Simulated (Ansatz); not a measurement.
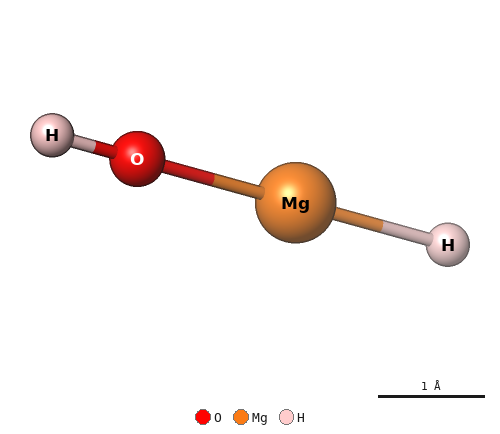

Depth is shown by fading: the farther an atom, the more it takes the colour of the background. The computed structure is the end point of a PBE0-D4/def2-TZVP optimisation. Masses are those of the most abundant isotopes; constants are for the rigid equilibrium geometry.

> Classify the rotor and give the rotational constants (MHz).

A linear rotor (C∞v) with B = 12780 MHz.
